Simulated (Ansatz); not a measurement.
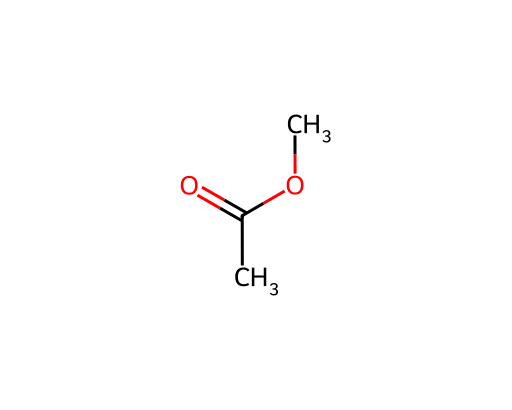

Skeletal drawing of a molecule.

> Write the SMILES.

COC(C)=O

> Give the formula, hydrogens included.

C3H6O2.

> An optimisation with PBE0-D4/def2-TZVP gave a structure of which point group?

Cs.

More results for the same structure follow; atom numbers are the same in all pictures, views and colours differ. The computed structure is the end point of a PBE0-D4/def2-TZVP optimisation.

## Geometry

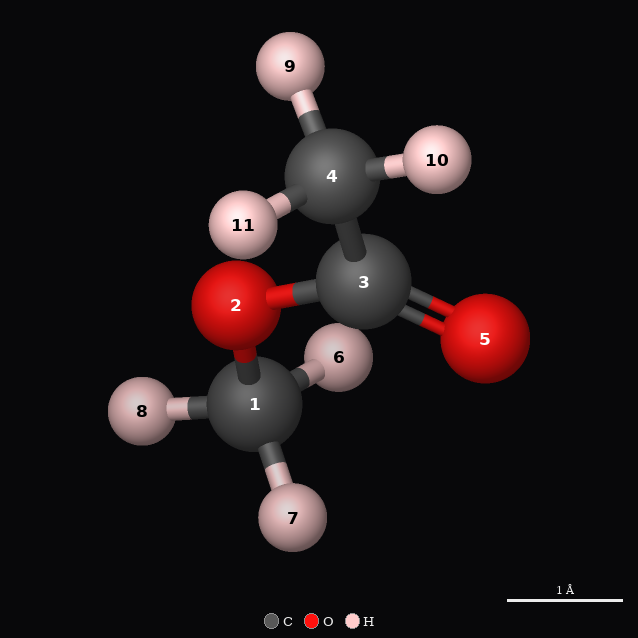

The atoms are numbered.

> How are the neighbours of atom 3 arranged?

C3 has 3 neighbours (O2 at 1.34, C4 at 1.50, O5 at 1.20 Å); the arrangement is trigonal planar.

> Describe the coordination of atom 1.

C1 has 4 neighbours (O2 at 1.42, H6 at 1.09, H7 at 1.09, H8 at 1.09 Å); the arrangement is tetrahedral.

> How are the neighbours of atom 4 arranged?

C4 has 4 neighbours (C3 at 1.50, H9 at 1.09, H10 at 1.09, H11 at 1.09 Å); the arrangement is tetrahedral.

> Describe the coordination of atom 2.

O2 has 2 neighbours (C1 at 1.42, C3 at 1.34 Å); the arrangement is bent.

> What is the dihedral angle C1–O2–C3–C4?

180° in size, that is anti.

## Vibrations

Harmonic vibrations computed with RKS PBE0-D4/def2-TZVP (Ansatz 0.2.0) at a stationary point of the same level.

> How many vibrational modes are there, and where do they lie?

27 modes: 41, 136, 182, 286, 427, 615, 654, 878, 996, 1064, 1101, 1177, 1211, 1293, 1394, 1461, 1468, 1472, 1478, 1493, 1836, 3066, 3074, 3143, 3144, 3177, 3190 cm⁻¹.

## Levels of theory compared

Program: Ansatz 0.2.0.

Tabulate dipole (D), HOMO–LUMO gap (eV) at these levels: B3LYP-D4/def2-TZVPP; PBE-D4/def2-TZVPP; r2SCAN-D4/def2-TZVPP; ωB97M-V/def2-TZVPP.

| level | dipole (D) | HOMO–LUMO gap (eV) |
| --- | --- | --- |
| B3LYP-D4/def2-TZVPP | 1.89 | 7.82 |
| PBE-D4/def2-TZVPP | 1.84 | 5.52 |
| r2SCAN-D4/def2-TZVPP | 1.90 | 6.14 |
| ωB97M-V/def2-TZVPP | 1.89 | 13.13 |

## Charges

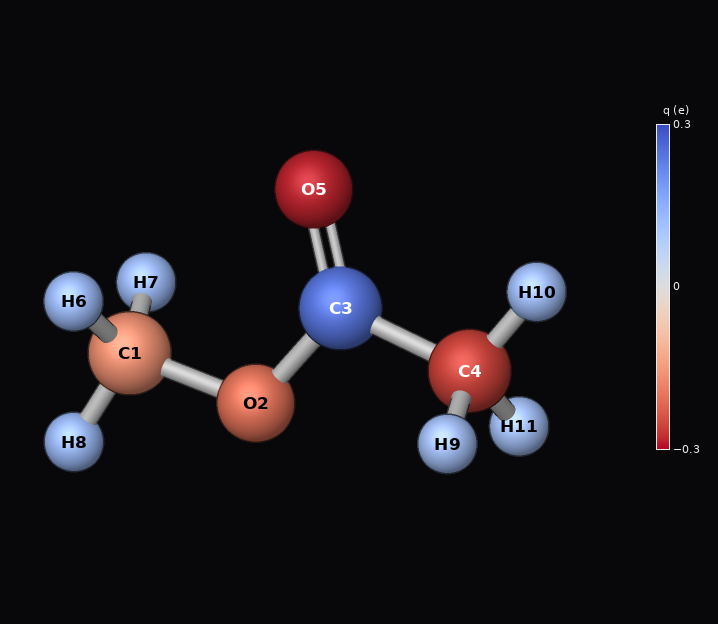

Atoms are coloured by their Mulliken charges. Method: RKS PBE-D4/def2-TZVPP (Ansatz 0.2.0).

Give the Mulliken charges atom by atom.

```json
{"atom": "C1", "value (e)": "−0.16"}
{"atom": "O2", "value (e)": "−0.20"}
{"atom": "C3", "value (e)": "0.24"}
{"atom": "C4", "value (e)": "−0.26"}
{"atom": "O5", "value (e)": "−0.28"}
{"atom": "H6", "value (e)": "0.11"}
{"atom": "H7", "value (e)": "0.11"}
{"atom": "H8", "value (e)": "0.12"}
{"atom": "H9", "value (e)": "0.10"}
{"atom": "H10", "value (e)": "0.11"}
{"atom": "H11", "value (e)": "0.10"}
```

Mulliken values depend strongly on the basis set and can even reverse the polarity of a bond.
